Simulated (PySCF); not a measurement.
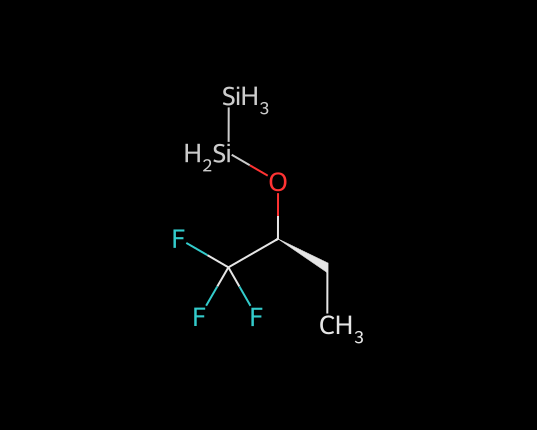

The geometry was computed by an optimisation with GFN2-xTB. No frequency run is at hand to confirm it as a minimum. Method: PBE0/pcSseg-1, gas phase (PySCF 2.14.0).

> Give the HOMO energy (Kohn–Sham orbital) at this level.

−8.40 eV.

> Give the dipole moment at this level.

1.91 D.

> What is the LUMO energy (Kohn–Sham orbital)?

−0.41 eV.

The geometry is semi-empirical. Around Si such bond lengths and angles can be off by a tenth of an ångström or more and by several degrees, and values that hang on the shape move with them.
